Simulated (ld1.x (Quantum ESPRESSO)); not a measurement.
# A TM potential for germanium, from input to tests

Do these settings give a usable potential? It is generated, then checked for transferability, scattering, ghosts and hardness.

The numbers are computed with ld1.x (Quantum ESPRESSO) 7.5 (PBEsol, scalar-relativistic, spin-unpolarised reference atom).

15 further runs of the same task are left out: 4 that didn't finish, 11 set aside as unsound or not needed.

## Step 1: Starting point

The settings as typed:

```
element                 : germanium (Ge, Z = 32)
type                    : norm-conserving Troullier–Martins (Kleinman–Bylander form)
frozen core             : [Ar] 3d10
valence charge          : 4
reference configuration : 4s2 4p2
partial waves           : 4s (bound): rc 1.60 bohr; 4p (bound): rc 2.15 bohr; 4d channel at -0.15 Ry: rc 1.95 bohr
local potential         : all-electron potential smoothed inside 1.25 bohr (lloc = -2)
core correction         : a·sin(br)/r model core inside 0.95 bohr
```

## Step 2: Generation

Input file Ge.in:

```
 &input
   title='Ge', zed=32., rel=1, dft='PBESOL', iswitch=3,
   config='[Ar] 3d10 4s2 4p2 4d-2',
   nld=3, rlderiv=2.35, eminld=-3.0, emaxld=5.0, deld=0.02
 /
 &inputp
   pseudotype=2, tm=.true., lloc=-2, rcloc=1.25,
   nlcc=.true., rcore=0.95,
   file_pseudopw='Ge.UPF', file_wfcaegen='ae.wfc', file_wfcncgen='nc.wfc', file_beta='beta', file_chi='chi'
 /
3
4S  1  0   2.00   0.00  1.60  1.60  0.0
4P  2  1   2.00   0.00  2.15  2.15  0.0
4D  3  2  -2.00  -0.15  1.95  1.95  0.0
 &test
   configts(1)='4s2 4p2'
 /
```

Launch:

```
$ ld1.x < Ge.in > Ge.out
```

The output, Ge.out (without the banner and most projector matrices):

```text
     Program LD1 v.7.5
     --------------------------- All-electron run ----------------------------

     Ge
     scalar relativistic calculation

     atomic number is 32.00
     dft =PBESOL   lsd =0 sic =0 latt =0  beta=0.20 tr2=1.0E-14
     Exchange-correlation= PBESOL
                           (   1   4  10   8   0   0   0)
     mesh =1207 r(mesh) = 100.41023 a.u. xmin = -7.00 dx = 0.01250
     1 Ry =  13.60569312 eV, c = 137.03599908

     n l     nl                  e(Ry)          e(Ha)          e(eV)
     1 0     1S 1( 2.00)      -804.9585      -402.4792    -10952.0180
     2 0     2S 1( 2.00)      -100.7399       -50.3699     -1370.6359
     2 1     2P 1( 6.00)       -88.0571       -44.0285     -1198.0777
     3 0     3S 1( 2.00)       -12.3563        -6.1782      -168.1161
     3 1     3P 1( 6.00)        -8.4836        -4.2418      -115.4256
     3 2     3D 1(10.00)        -2.1544        -1.0772       -29.3123
     4 0     4S 1( 2.00)        -0.8631        -0.4316       -11.7433
     4 1     4P 1( 2.00)        -0.2864        -0.1432        -3.8968

     final scf error:  9.8E-15 reached in  36 iterations

     Etot =   -4194.589934 Ry,   -2097.294967 Ha,  -57070.303424 eV

     Ekin =    4270.140783 Ry,    2135.070392 Ha,   58098.225088 eV
     Encl =  -10112.824798 Ry,   -5056.412399 Ha, -137591.990814 eV
     Eh   =    1803.960466 Ry,     901.980233 Ha,   24544.132508 eV
     Exc  =    -155.866385 Ry,     -77.933193 Ha,   -2120.670205 eV

     normalization and overlap integrals

     s(1S/1S) =  1.000000  <r> =   0.0470  <r2> =    0.0030  r(max) =   0.0309
     s(2S/2S) =  1.000000  <r> =   0.2102  <r2> =    0.0521  r(max) =   0.1754
     s(2P/2P) =  1.000000  <r> =   0.1838  <r2> =    0.0414  r(max) =   0.1418
     s(3S/3S) =  1.000000  <r> =   0.6247  <r2> =    0.4503  r(max) =   0.5402
     s(3P/3P) =  1.000000  <r> =   0.6474  <r2> =    0.4936  r(max) =   0.5402
     s(3D/3D) =  1.000000  <r> =   0.7368  <r2> =    0.6976  r(max) =   0.5012
     s(4S/4S) =  1.000000  <r> =   2.1153  <r2> =    5.1783  r(max) =   1.7494
     s(4P/4P) =  1.000000  <r> =   2.8834  <r2> =    9.9356  r(max) =   2.2184

     ------------------------ End of All-electron run ------------------------

     --------------------- Generating NC pseudopotential ---------------------

      Generating local potential from pseudized AE potential:
      Matching radius rcloc =   1.2500
      Enforcing V''(0)=0 (lloc=-2)

      Local pseudo, rcloc= 1.264 Estimated cut-off energy=    19.89 Ry

      Computing core charge for nlcc:

       r > 0.96 : true rho core
       r < 0.96 : rho core = a sin(br)/r    a=  20.39  b=   2.68

      Integrated core pseudo-charge :  10.83

      Wfc   4S  rcut= 1.583  Using Troullier-Martins method

      Wfc   4P  rcut= 2.137  Using Troullier-Martins method

      Wfc   4D  rcut= 1.933  Using Troullier-Martins method

     ------------------- End of pseudopotential generation -------------------

     [... the all-electron block is printed once more ...]


     Computing logarithmic derivative in   2.34676
     Computing logarithmic derivative in   2.34676
     Computing the partial wave expansion
     R is outside the sphere for l=    0 j= 0.00
     R is outside the sphere for l=    1 j= 0.00
     R is outside the sphere for l=    2 j= 0.00

     ---------------------- Testing the pseudopotential ----------------------

     Ge
     scalar relativistic calculation

     atomic number is 32.00   valence charge is  4.00
     dft =PBESOL   lsd =0 sic =0 latt =0  beta=0.20 tr2=1.0E-14
     mesh =1207 r(mesh) = 100.41023 xmin = -7.00 dx = 0.01250

     n l     nl             e AE (Ry)        e PS (Ry)    De AE-PS (Ry)
     1 0     4S   1( 2.00)       -0.86312       -0.86312        0.00000
     2 1     4P   1( 2.00)       -0.28641       -0.28641        0.00000

     eps = 8.3E-17  iter =  4

     Etot =   -4194.589934 Ry,   -2097.294967 Ha,  -57070.303424 eV
     Etotps =   -27.466831 Ry,     -13.733416 Ha,    -373.705279 eV

     Ekin =       2.599406 Ry,       1.299703 Ha,      35.366722 eV
     Encl =     -15.473045 Ry,      -7.736523 Ha,    -210.521505 eV
     Ehrt =       5.833223 Ry,       2.916611 Ha,      79.365040 eV
     Ecxc =     -22.333489 Ry,     -11.166744 Ha,    -303.862596 eV
     (Ecc =     -19.771849 Ry,      -9.885924 Ha,    -269.009710 eV)
     Epseu=       1.907074 Ry,       0.953537 Ha,      25.947058 eV

     ---------------------- End of pseudopotential test ----------------------
```

It took 1.4 s on 1 thread, shared host. (Generation and the later configuration tests together.)

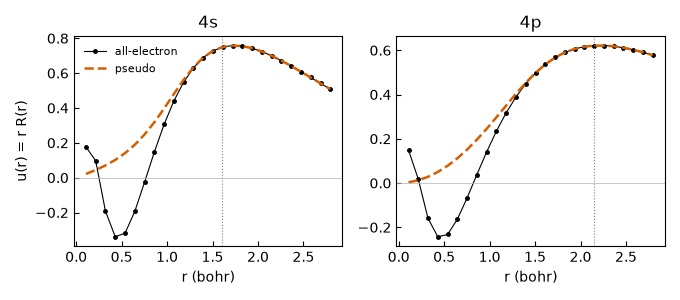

All-electron and pseudo partial waves (4s, 4p), with the matching radii dotted. The curves join 26 sampled radii, too few to resolve the innermost nodes.

## Step 3: Testing the new file in other configurations

Input file Ge.test.in:

```
 &input
   title='Ge', zed=32., rel=1, dft='PBESOL', iswitch=2,
   config='[Ar] 3d10 4s2 4p2 4d-2'
 /
 &test
   file_pseudo='Ge.UPF', nconf=8,
   configts(1)='4s2 4p2',
   configts(2)='4s2 4p1',
   configts(3)='4s2 4p0',
   configts(4)='4s1 4p0',
   configts(5)='4s1 4p3',
   configts(6)='4s0 4p4',
   configts(7)='4s1 4p2',
   configts(8)='4s2 4p1.5'
 /
```

Launch:

```
$ ld1.x < Ge.test.in > Ge.test.out
```

Ge.test.out, the pseudopotential blocks:

```text
     ---------------------- Testing the pseudopotential ----------------------

     Ge
     scalar relativistic calculation

     atomic number is 32.00   valence charge is  4.00
     dft =PBESOL   lsd =0 sic =0 latt =0  beta=0.20 tr2=1.0E-14
     mesh =1207 r(mesh) = 100.41023 xmin = -7.00 dx = 0.01250

     n l     nl             e AE (Ry)        e PS (Ry)    De AE-PS (Ry)
     1 0     4S   1( 2.00)       -0.86312       -0.86312        0.00000
     2 1     4P   1( 2.00)       -0.28641       -0.28641        0.00000

     eps = 2.8E-16  iter =  4

     Etot =   -4194.589934 Ry,   -2097.294967 Ha,  -57070.303424 eV
     Etotps =   -27.466831 Ry,     -13.733416 Ha,    -373.705280 eV

     Ekin =       2.599406 Ry,       1.299703 Ha,      35.366721 eV
     Encl =     -15.473045 Ry,      -7.736523 Ha,    -210.521503 eV
     Ehrt =       5.833223 Ry,       2.916611 Ha,      79.365040 eV
     Ecxc =     -22.333489 Ry,     -11.166744 Ha,    -303.862595 eV
     (Ecc =     -19.771849 Ry,      -9.885924 Ha,    -269.009710 eV)
     Epseu=       1.907074 Ry,       0.953537 Ha,      25.947058 eV

     ---------------------- End of pseudopotential test ----------------------

     ---------------------- Testing the pseudopotential ----------------------

     Ge
     [...]
     n l     nl             e AE (Ry)        e PS (Ry)    De AE-PS (Ry)
     1 0     4S   1( 2.00)       -1.46208       -1.46338        0.00130
     2 1     4P   1( 1.00)       -0.82733       -0.82810        0.00077

     eps = 6.9E-15  iter =  7

     Etot =   -4194.042153 Ry,   -2097.021076 Ha,  -57062.850477 eV
     Etotps =   -26.918746 Ry,     -13.459373 Ha,    -366.248197 eV
     dEtot_ae =       0.547781 Ry
     dEtot_ps =       0.548085 Ry,   Delta E=      -0.000304 Ry

     [...]
     ---------------------- End of pseudopotential test ----------------------

     ---------------------- Testing the pseudopotential ----------------------

     Ge
     [...]
     n l     nl             e AE (Ry)        e PS (Ry)    De AE-PS (Ry)
     1 0     4S   1( 2.00)       -2.15220       -2.15910        0.00690  !
     2 1     4P   1( 0.00)       -1.45534       -1.46044        0.00510  !

     eps = 3.0E-17  iter =  7

     Etot =   -4192.906700 Ry,   -2096.453350 Ha,  -57047.401848 eV
     Etotps =   -25.780678 Ry,     -12.890339 Ha,    -350.763990 eV
     dEtot_ae =       1.683235 Ry
     dEtot_ps =       1.686154 Ry,   Delta E=      -0.002919 Ry

     [...]
     ---------------------- End of pseudopotential test ----------------------

     ---------------------- Testing the pseudopotential ----------------------

     Ge
     [...]
     n l     nl             e AE (Ry)        e PS (Ry)    De AE-PS (Ry)
     1 0     4S   1( 1.00)       -2.96839       -2.99510        0.02671  !
     2 1     4P   1( 0.00)       -2.20180       -2.22288        0.02109  !

     eps = 7.9E-15  iter =  6

     Etot =   -4190.349829 Ry,   -2095.174914 Ha,  -57012.613850 eV
     Etotps =   -23.208076 Ry,     -11.604038 Ha,    -315.761956 eV
     dEtot_ae =       4.240105 Ry
     dEtot_ps =       4.258756 Ry,   Delta E=      -0.018650 Ry

     [...]
     ---------------------- End of pseudopotential test ----------------------

     ---------------------- Testing the pseudopotential ----------------------

     Ge
     [...]
     n l     nl             e AE (Ry)        e PS (Ry)    De AE-PS (Ry)
     1 0     4S   1( 1.00)       -0.93340       -0.93508        0.00168
     2 1     4P   1( 3.00)       -0.33722       -0.33746        0.00024

     eps = 5.8E-16  iter =  7

     Etot =   -4194.003346 Ry,   -2097.001673 Ha,  -57062.322480 eV
     Etotps =   -26.879479 Ry,     -13.439740 Ha,    -365.713948 eV
     dEtot_ae =       0.586589 Ry
     dEtot_ps =       0.587352 Ry,   Delta E=      -0.000764 Ry

     [...]
     ---------------------- End of pseudopotential test ----------------------

     ---------------------- Testing the pseudopotential ----------------------

     Ge
     [...]
     n l     nl             e AE (Ry)        e PS (Ry)    De AE-PS (Ry)
     1 0     4S   1( 0.00)       -0.99638       -0.99995        0.00357
     2 1     4P   1( 4.00)       -0.38282       -0.38339        0.00058

     eps = 1.4E-15  iter =  7

     Etot =   -4193.398370 Ry,   -2096.699185 Ha,  -57054.091362 eV
     Etotps =   -26.272255 Ry,     -13.136128 Ha,    -357.452239 eV
     dEtot_ae =       1.191565 Ry
     dEtot_ps =       1.194576 Ry,   Delta E=      -0.003012 Ry

     [...]
     ---------------------- End of pseudopotential test ----------------------

     ---------------------- Testing the pseudopotential ----------------------

     Ge
     [...]
     n l     nl             e AE (Ry)        e PS (Ry)    De AE-PS (Ry)
     1 0     4S   1( 1.00)       -1.53371       -1.53750        0.00379
     2 1     4P   1( 2.00)       -0.88531       -0.88702        0.00171

     eps = 7.9E-15  iter =  8

     Etot =   -4193.400542 Ry,   -2096.700271 Ha,  -57054.120921 eV
     Etotps =   -26.275798 Ry,     -13.137899 Ha,    -357.500438 eV
     dEtot_ae =       1.189392 Ry
     dEtot_ps =       1.191034 Ry,   Delta E=      -0.001642 Ry

     [...]
     ---------------------- End of pseudopotential test ----------------------

     ---------------------- Testing the pseudopotential ----------------------

     Ge
     [...]
     n l     nl             e AE (Ry)        e PS (Ry)    De AE-PS (Ry)
     1 0     4S   1( 2.00)       -1.14830       -1.14864        0.00033
     2 1     4P   1( 1.50)       -0.54336       -0.54352        0.00016

     eps = 1.0E-14  iter =  6

     Etot =   -4194.383792 Ry,   -2097.191896 Ha,  -57067.498716 eV
     Etotps =   -27.260633 Ry,     -13.630316 Ha,    -370.899802 eV
     dEtot_ae =       0.206142 Ry
     dEtot_ps =       0.206199 Ry,   Delta E=      -0.000057 Ry

     [...]
     ---------------------- End of pseudopotential test ----------------------
```

Energies count from the reference configuration 4s2 4p2; the error is all-electron less pseudo.

```tsv
valence configuration	charge	ΔE all-electron (eV)	error AE − PS (meV)
4s2 4p1	+1	7.453	-4.1
4s2 4p0	+2	22.902	-40
4s1 4p0	+3	57.690	-254
4s1 4p3	0	7.981	-10
4s0 4p4	0	16.212	-41
4s1 4p2	+1	16.183	-22
4s2 4p1.5	+0.5	2.805	-0.8
```

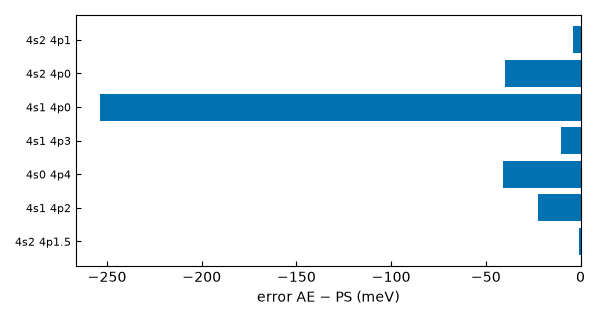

Error of the potential in each test configuration.

## Step 4: Scattering by logarithmic derivatives

Taken from the files of the generation run. The phase is arctan(r·u′/u) with u = r·R, unwrapped, with energies in Ry. A pole is an energy at which the radial function vanishes at the test radius. The pseudo phase is shifted by a multiple of π to meet the all-electron one at the reference energy. Levels narrower than the energy grid can be missing from the poles. The last column is the largest difference on the grid between −1 and +1 Ry.

```tsv
channel	radius (bohr)	reference (Ry)	poles AE	poles PS	window around the reference with phases within 0.05 rad (Ry)	largest difference near zero (rad)
s	2.35	-0.86	0.61	0.55, 3.05	below 1.5	0.016
p	2.35	-0.29	1.89	1.77	below 3.0	0.007
d	2.35	-0.15	-2.12, 4.15	2.62	-1.8 to 0.6	0.130
```

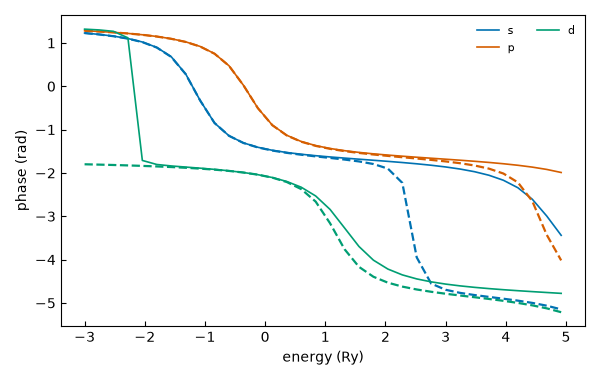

All-electron (solid) and pseudo (dashed) phases against energy.

## Step 5: Cutoff and ghost test in a Bessel basis

This step uses the generator's waves and projectors in a separate script. Basis: spherical Bessel functions vanishing at 20 bohr, q² up to the cutoff; potential fixed at the reference.

All-electron valence levels (Ry): 4s -0.8631, 4p -0.2864. The lowest levels of each channel (Ry) by cutoff; the last column sums, over occupied levels, occupation times the distance from the level at 400 Ry. A positive value at high cutoff is not a bound level.

```tsv
cutoff (Ry)	s #1	p #1	d #1	f #1	Σ f·Δε (mRy)
8	-0.8218	-0.2829	-1.6811	0.1088	89.7
12	-0.8513	-0.2842	-1.9985	0.1088	27.9
18	-0.8591	-0.2861	-2.8260	0.1088	8.7
30	-0.8605	-0.2863	-22.2849	0.1088	5.3
40	-0.8627	-0.2864	-43.8287	0.1088	0.9
50	-0.8629	-0.2864	-52.0143	0.1088	0.4
400	-0.8631	-0.2864	-58.3372	0.1088	0.0
```

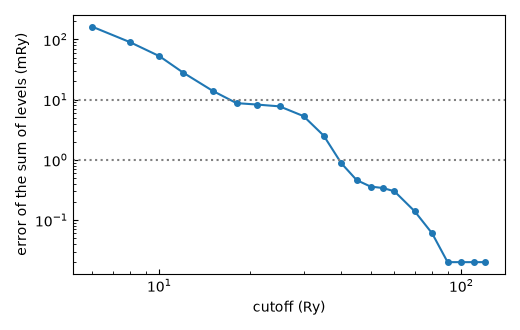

Occupation-weighted error of the valence levels against the cutoff; the dotted lines mark 10 and 1 mRy.

The sum stays within 10 mRy from 18 Ry and within 1 mRy from 40 Ry. The sum leaves out empty levels, which can need more. Ghost test: ghost state, bound below the all-electron valence or empty levels of the same l: d at -793.7 eV.

## Step 6: Summary of results

| quantity | value |
| --- | --- |
| cutoffs for 10 and 1 mRy, occupied levels | 18 Ry and 40 Ry |
| bound ghosts | d at -793.72 eV |
| largest test error (AE − PS) | -254 meV, for 4s1 4p0 |
| largest phase difference near zero energy, channels read | 0.130 rad |

In words: It has a bound ghost (d), a state that the atom doesn't have, and that rules the file out. The worst unpolarised test, 4s1 4p0, is off by 254 meV on 57.7 eV; by total energies transferability rates as poor. That test lies far up in energy; among those under 40 eV, nearer to bonding, the largest error is 41 meV. It counts as soft on the atom at that tolerance, with 18 Ry needed at the looser tolerance. The slowest occupied level is 4s: taken alone it needs 40 Ry to come within 1 mRy, against 15 Ry for 4p. Of the channels read, d scatters worst near zero energy, by up to 0.13 rad. All of this concerns the isolated atom, not yet a solid.
